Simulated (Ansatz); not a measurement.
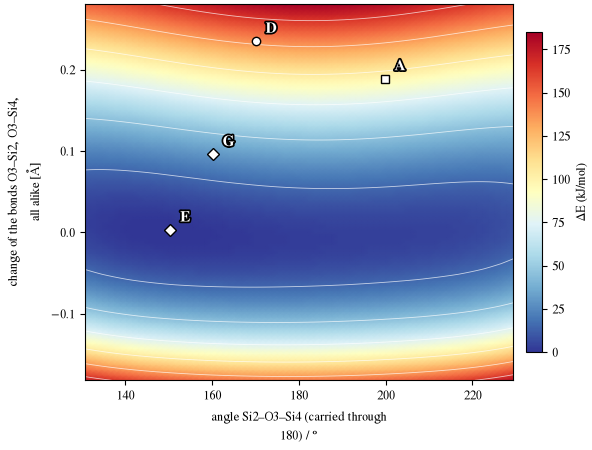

FH4OSi2, SMILES F[SiH2]O[SiH2], spin multiplicity 2. Coordinates scanned: (1) angle Si2–O3–Si4 (carried through 180); (2) change of the bonds O3–Si2, O3–Si4, all alike. Nothing is relaxed (all other coordinates rigid). The grid has 11 × 11 points. Points are written as (first, second). Energies: kJ/mol, counted from the relaxed molecule at the same level. These are results of Ansatz, UKS PBE0-D4/def2-SVP, not measurements.

In the figure: a smooth colour map with a few white contour lines, lettered points. Between grid points the surface is interpolated.

Q: Is G the lowest point of the computed grid?

A: No. G lies 30 kJ/mol above the lowest grid point, which is at (150.4°, 0.003 Å).

Q: What kind of point is each of A, D, E, G: minimum, saddle, maximum or slope?

A: A: on a slope; D: on a slope; E: minimum; G: on a slope. (In these two coordinates alone; a stationary point may lie a little off the grid point.)
